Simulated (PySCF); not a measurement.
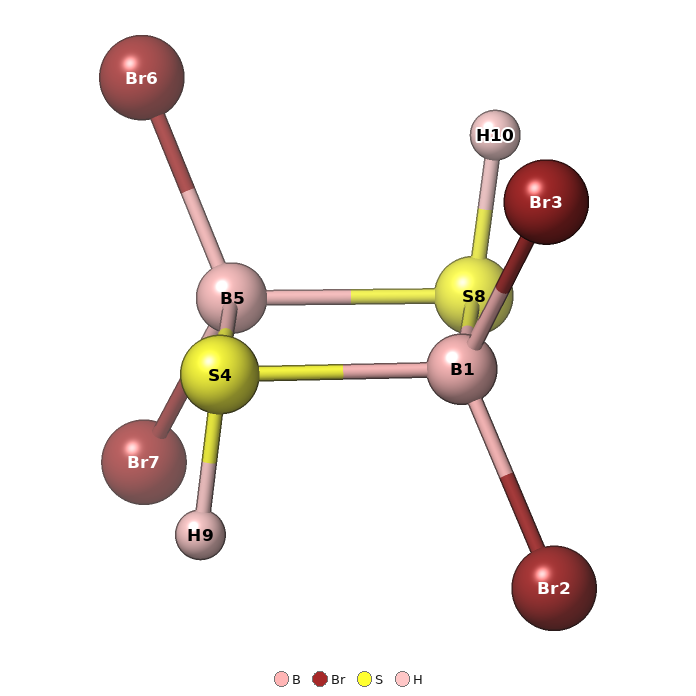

Atoms fade into the background with distance from the viewer. The geometry was computed by an optimisation with PBE0-D3(BJ)/def2-SVP. No frequency run is at hand to confirm it as a minimum.

### What is the conformation of the ring B1–S4–B5–S8?

It is planar. The Cremer–Pople amplitude Q is 0.01 Å.

### Give the torsion angles round the ring, beginning with the bond from its second to its third atom.

1°, −1°, 1°, −1°.
